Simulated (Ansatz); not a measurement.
Input

```
crystal:
  periodic: [false, false, false]
  atoms:
    - { symbol: Ga, position_ang: [0.0, 0.0, 0.0] }
    - { symbol: O, position_ang: [0.0, 0.0, 1.79] }
    - { symbol: H, position_ang: [-0.9095, -0.2814, 2.1271] }
    - { symbol: O, position_ang: [1.5501, 0.0, -0.895] }
    - { symbol: H, position_ang: [1.85, -0.9519, -1.0499] }
    - { symbol: "N", position_ang: [-1.6714, 0.0, -0.965] }
    - { symbol: H, position_ang: [-2.3403, -0.8164, -0.8664] }
    - { symbol: H, position_ang: [-1.9204, 0.8164, -1.5936] }
basis:
  gaussian: { orbitals: def2-SVP }
hamiltonian:
  xc: pbe
relax:
  f_tol: 0.02
  max_steps: 40
output:
  orbitals: {}
```

Command:

```sh
ansatz run input.yaml --threads 1 --pin off --max-ram 2048MiB --backend cpu --events-out ev --progress --plain --runs-dir out
```

The fields are those of the run's last geometry, not of the input's.

Theory: RKS PBE/def2-SVP in Ansatz 0.2.0.

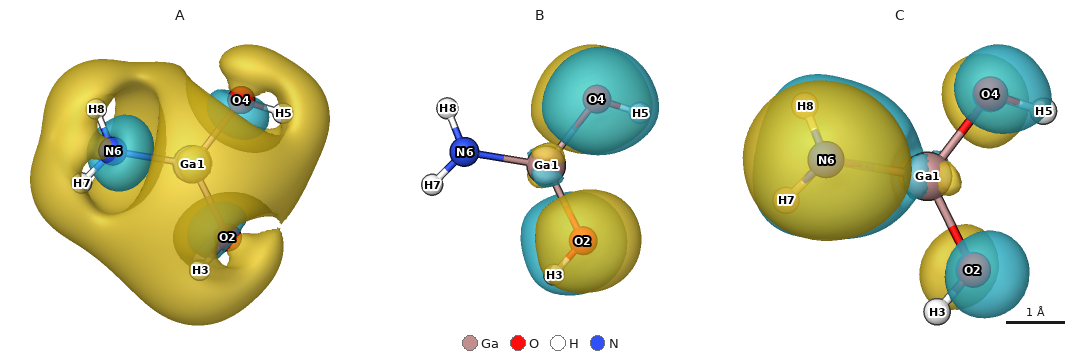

GaH₄NO₂. Three frontier orbitals at ±0.06 Å⁻³ᐟ² (yellow and cyan are the two phases), in no order.

Order the three orbitals by energy and name them.

Answer. B is the HOMO−1 (−6.44 eV). It lies mainly on O4 (about 50 %), O2 (about 40 %) and Ga1 (about 10 %); largely a combination of lone pairs on O4 and O2. C is the HOMO (−5.81 eV). By Hirshfeld shares it lies mainly on N6 (about 65 %), Ga1 (about 10 %) and O4 (about 5 %); largely a lone pair of N6. A is the LUMO (−1.26 eV). It lies mainly on Ga1 (about 45 %), O2 (about 15 %), N6 (about 10 %), O4 (about 10 %) and H3 (about 5 %).

What is the HOMO–LUMO gap?

Answer. 4.55 eV between the orbital energies.
